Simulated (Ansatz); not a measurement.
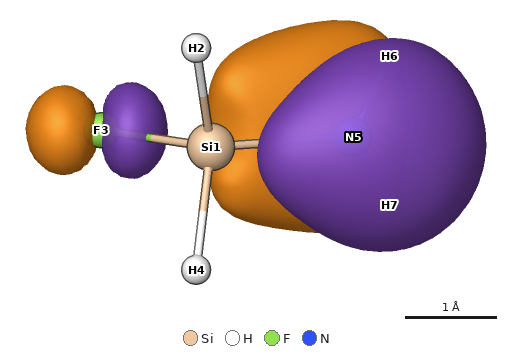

The picture shows: FH4NSi. The HOMO at ±0.1 Å⁻³ᐟ² (orange and purple are the two phases), seen at a tilt.

Computed with RKS r2SCAN/def2-SVP in Ansatz 0.2.0.

```xyz
7

Si    0.1269   -0.0535    0.1383
H    -0.0043   -0.0066    1.6171
F     1.7258   -0.1865   -0.1690
H    -0.3220    1.1854   -0.5471
N    -0.8147   -1.3564   -0.4418
H    -0.8182   -2.2576    0.0250
H    -1.0340   -1.4542   -1.4279
```

Q: Where does this orbital lie, and at what energy?

A: Its weight (Hirshfeld) is mainly on N5 (about 70 %); largely a lone pair of N5. Its energy is −6.73 eV.
